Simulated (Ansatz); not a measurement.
# PS+ (triplet): correlated methods under varied settings

Aim: run PS+ (triplet) at one geometry under a spread of methods and options, and see what each costs and gives.

Method: the settings change from run to run; program: Ansatz 0.2.0, Gaussian basis.

12 further runs of the same task are left out: 7 that didn't finish, 5 set aside as unsound or not needed.

## (1) The system

The geometry is a PBE0/def2-TZVP stationary point (not a proven minimum) of the parent state, kept for this charge and spin.

2 atoms, charge 1, spin multiplicity 3.

Atoms are counted from 1 here; the program's logs count them from 0.

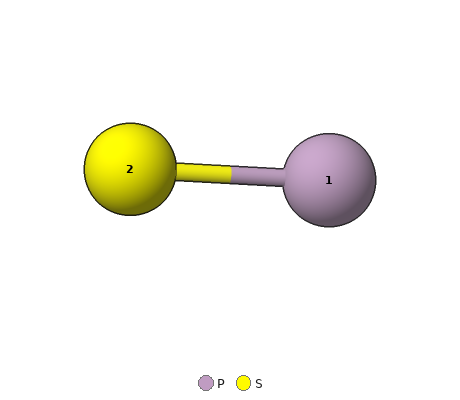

The geometry (phosphorus pink, sulfur yellow); atoms are numbered from 1 in the order of the file.

## (2) HF/cc-pVDZ

in.yaml reads:

```yaml
crystal:
  periodic: [false, false, false]
  atoms:
    - {symbol: P, position_ang: [0.000000, 0.000000, 0.000000]}
    - {symbol: S, position_ang: [0.000000, 0.000000, 2.137000]}
basis:
  gaussian: {orbitals: cc-pVDZ}
total_charge: 1
magnetization: {spin_polarized: true, initial_magnetization: 2}
hamiltonian: {xc: hf}
output: {orbitals: {seedname: orbitals}}
```

Run with:

```
$ ansatz run in.yaml --threads 1 --pin off --events-out ev --progress --plain --max-ram 2393MiB
```

Log:

```text
Functional definition: HF
  name "HF"
  cite "Fock, Z. Phys. 61, 126 (1930) doi:10.1007/BF01340294"
  parent pbe
  exchange = exact_x
  correlation = 0
386 factors; integrals over basis functions are off by at most 1.5e-3 eV
mean field evaluation 1: about -20077.9919 eV, gradient 1.0e1 eV
mean field evaluation 2: about -20078.0021 eV, gradient 1.0e1 eV
mean field evaluation 4: about -20078.8797 eV, gradient 1.7e0 eV
mean field evaluation 8: about -20078.9443 eV, gradient 1.1e-2 eV
mean field evaluation 16: about -20079.3736 eV, gradient 1.2e0 eV
mean field evaluation 32: about -20078.1432 eV, gradient 1.5e0 eV
mean field evaluation 64: about -20068.8700 eV, gradient 2.6e1 eV
mean field evaluation 96: about -20073.9349 eV, gradient 1.6e1 eV
mean field evaluation 128: about -20079.4910 eV, gradient 5.1e-2 eV
mean field evaluation 160: about -20079.5603 eV, gradient 3.0e-1 eV
mean field evaluation 192: about -20079.4935 eV, gradient 1.0e-1 eV
mean field evaluation 224: about -20074.4144 eV, gradient 8.7e-2 eV
mean field -20079.56650612 eV, -737.9104586807 hartree, gradient 2.5e-5 eV, S^2 2.516508; 7 other end points of the search recorded, 0 dependent functions left out
reference -20079.56650612 eV, -737.9104586807 hartree; 16, 14 occupied and 20, 22 virtual orbitals, 386 factors
Total energy: -20079.56650612 eV, -737.9104586807 hartree
```

Run time: 1.2 s. Hardware: 1 thread of Arm Neoverse V2, shared host.

From the report: ⟨S²⟩ of the determinant 2.517 (pure triplet: 2.00). The determinant is far from a pure spin state, so its energy mixes those of several spin states (harmless only where they are near-degenerate, as at dissociation).

## (3) HF/STO-3G

Edit in.yaml of step 2 so:

```diff
@@ -6,3 +6,3 @@
 basis:
-  gaussian: {orbitals: cc-pVDZ}
+  gaussian: {orbitals: STO-3G}
 total_charge: 1
```

Same command.

Log:

```text
Functional definition: HF
  name "HF"
  cite "Fock, Z. Phys. 61, 126 (1930) doi:10.1007/BF01340294"
  parent pbe
  exchange = exact_x
  correlation = 0
186 factors; integrals over basis functions are off by at most 1.1e-5 eV
mean field evaluation 1: about -19857.8076 eV, gradient 9.9e0 eV
mean field evaluation 2: about -19857.8205 eV, gradient 9.9e0 eV
mean field evaluation 4: about -19858.9953 eV, gradient 1.1e0 eV
mean field evaluation 8: about -19859.0627 eV, gradient 8.5e-3 eV
mean field evaluation 16: about -19859.7342 eV, gradient 1.3e0 eV
mean field evaluation 32: about -19859.0046 eV, gradient 1.9e-5 eV
mean field evaluation 64: about -19859.3869 eV, gradient 4.8e0 eV
mean field evaluation 96: about -19859.1078 eV, gradient 4.4e0 eV
mean field evaluation 128: about -19857.4618 eV, gradient 8.9e0 eV
mean field -19859.96641673 eV, -729.8403042460 hartree, gradient 1.3e-5 eV, S^2 2.794272; 9 other end points of the search recorded, 0 dependent functions left out
reference -19859.96641673 eV, -729.8403042460 hartree; 16, 14 occupied and 2, 4 virtual orbitals, 186 factors
Total energy: -19859.96641673 eV, -729.8403042460 hartree
```

It took 0.27 s on 1 thread of Arm Neoverse V2, shared host.

From the report: ⟨S²⟩ of the determinant 2.794 (pure triplet: 2.00). The determinant is far from a pure spin state, so its energy mixes those of several spin states (harmless only where they are near-degenerate, as at dissociation).

## (4) BCCD on UHF/def2-SVP

in.yaml reads:

```yaml
crystal:
  periodic: [false, false, false]
  atoms:
    - {symbol: P, position_ang: [0.000000, 0.000000, 0.000000]}
    - {symbol: S, position_ang: [0.000000, 0.000000, 2.137000]}
basis:
  gaussian: {orbitals: def2-SVP, point_charges: [{charge: -0.50, position_ang: [4.225, -0.990, -0.042]}]}
total_charge: 1
magnetization: {spin_polarized: true, initial_magnetization: 2}
correlation: {method: bccd, electrons: valence}
output: {forces: true}
```

Launched as before.

Log, shortened:

```text
Functional definition: HF
  name "HF"
  cite "Fock, Z. Phys. 61, 126 (1930) doi:10.1007/BF01340294"
  parent pbe
[...]
318 factors; integrals over basis functions are off by at most 1.4e-3 eV
[...]
mean field -20074.55092256 eV, -737.7261393846 hartree, gradient 2.9e-10 eV, S^2 2.442538; 30 other end points of the search recorded, 0 dependent functions left out
determinant -20074.55092256 eV, -737.7261393846 hartree, with singles and doubles -20080.37906086 eV, -737.9403195167 hartree
determinant -20074.54388844 eV, -737.7258808857 hartree, with singles and doubles -20080.36509870 eV, -737.9398064167 hartree
determinant -20074.51612587 eV, -737.7248606301 hartree, with singles and doubles -20080.38537305 eV, -737.9405514856 hartree
determinant -20074.50599305 eV, -737.7244882557 hartree, with singles and doubles -20080.36527424 eV, -737.9398128680 hartree
[...]
determinant -20074.04304661 eV, -737.7074752878 hartree, with singles and doubles -20079.87000282 eV, -737.9216119791 hartree
[...]
10 core orbitals not correlated: weight in the atoms' cores, before any rotation towards them, 1.000 or more for the frozen orbitals, at most 0.000 for the correlated occupied ones
reference -20074.49857663 eV, -737.7242157071 hartree; 6, 4 occupied and 20, 22 virtual orbitals, 318 factors
second order -4.88170277 eV of doubles, -0.00000000 eV of singles
cycle   1  -5.87835769 eV  change    2.8e-2 eV  update   3.3e-2
[...]
cycle  17  -5.88541890 eV  change    3.9e-7 eV  update   1.2e-6
WARN: the results are in doubt because among natural orbitals full CI differs from the method by -0.242 eV
[...]
Total energy: -20080.38399553 eV, -737.9405008626 hartree
Atom 0 at     0.000000     0.000000     0.000000 Å, force     0.214575    -0.050279     1.647766 eV/Å
Atom 1 at     0.000000     0.000000     2.137000 Å, force     0.118416    -0.027747    -1.710971 eV/Å
Dipole moment:     0.060823    -0.014252    -0.248271 e Å
In doubt: among natural orbitals full CI differs from the method by -0.242 eV
```

Run time: 11 s. Hardware: 1 thread of Arm Neoverse V2, shared host.

From the report: ⟨S²⟩ of the determinant 2.077 (pure triplet: 2.00); correlation -5.8854 eV; largest double amplitude 0.14. Mind the lines of doubt at the end of the log.

## (5) CCSDT(Q)/B/6-31G

in.yaml reads:

```yaml
crystal:
  periodic: [false, false, false]
  atoms:
    - {symbol: P, position_ang: [0.000000, 0.000000, 0.000000]}
    - {symbol: S, position_ang: [0.000000, 0.000000, 2.137000]}
basis:
  gaussian: {orbitals: 6-31G}
total_charge: 1
magnetization: {spin_polarized: false, initial_magnetization: 2}
hamiltonian: {xc: {name: r2SCAN}}
correlation: {method: ccsdt_q_b, electrons: outside_noble_gas}
accuracy: high
scf: {omitted_lower_state_checks: [cluster_reference]}
output: {forces: true}
```

Same command.

Log, shortened:

```text
Functional definition: r2SCAN
  name "r2SCAN"
  cite "Furness, Kaplan, Ning, Perdew & Sun, J. Phys. Chem. Lett. 11, 8208 (2020) doi:10.1021/acs.jpclett.0c02405"
  cite "Furness, Kaplan, Ning, Perdew & Sun, J. Phys. Chem. Lett. 11, 9248 (2020) doi:10.1021/acs.jpclett.0c03077"
  parent r2scan
[...]
497 factors; integrals over basis functions are off by at most 3.2e-9 eV
[...]
mean field -20108.77216706 eV, -738.9837469243 hartree, gradient 1.4e-8 eV, S^2 2.000000; 13 other end points of the search recorded, 0 dependent functions left out
10 core orbitals not correlated: weight in the atoms' cores, before any rotation towards them, 1.000 or more for the frozen orbitals, at most 0.000 for the correlated occupied ones
reference -20076.21272195 eV, -737.7872093859 hartree; 6, 4 occupied and 10, 12 virtual orbitals, 497 factors
second order -2.72974188 eV of doubles, -0.23192343 eV of singles
cycle   1  -2.75380828 eV  change    1.8e-1 eV  update   1.4e-1
[...]
cycle  43  -3.66379573 eV  change   4.7e-11 eV  update  8.9e-11
perturbative correction -0.04410881 eV, -0.0016209689 hartree
WARN: these amplitudes may be one of several solutions (largest doubles amplitude 0.95, level shift 0.00 eV)
[...]
Total energy: -20079.92062649 eV, -737.9234723646 hartree
Atom 0 at     0.000000     0.000000     0.000000 Å, force     0.000000    -0.000000    -2.076819 eV/Å
Atom 1 at     0.000000     0.000000     2.137000 Å, force     0.000000     0.000000     2.076819 eV/Å
Dipole moment:    -0.000000    -0.000000    -0.143821 e Å
Checks for a lower state left out: cluster_reference
```

It took 40 s on 1 thread of Arm Neoverse V2, shared host.

From the report: correlation -3.7079 eV; T1 0.021; largest double amplitude 0.95. The orbitals are Kohn-Sham ones, so correlation energy and T1 don't compare with those on Hartree-Fock orbitals. The report flags that the cluster equations may have other roots.

## (6) The runs in one table

Where basis and cores are those of an earlier FCI/6-31G run (-20079.9563 eV), and the state is the same kind, the miss against it is given. † marks a result that the program doubts.

```
                                         level         correlated  functions  energy (eV)  from FCI (meV)    time
                                    HF/cc-pVDZ                            36  -20079.5665                   1.2 s
                                     HF/STO-3G                            18  -19859.9664                  0.27 s
BCCD on UHF/def2-SVP (beside a point charge) †            valence         36  -20080.3840                    11 s
       CCSDT(Q)/B/6-31G (on r2SCAN orbitals) †  outside noble gas         26  -20079.9206            35.6    40 s
```

## (7) Summary of results

```
quantity                                          value
    runs                                              4
quickest                              HF/STO-3G, 0.27 s
 slowest  CCSDT(Q)/B/6-31G (on r2SCAN orbitals) †, 40 s
```

**Reading.** Total energies in different bases, with other cores or another treatment of relativity can't be set against each other. CCSDT(Q)/B/6-31G (on r2SCAN orbitals) † took 146 times as long as HF/STO-3G; the jobs differ in more than the method. Cores frozen from Kohn-Sham orbitals shift the total energy.
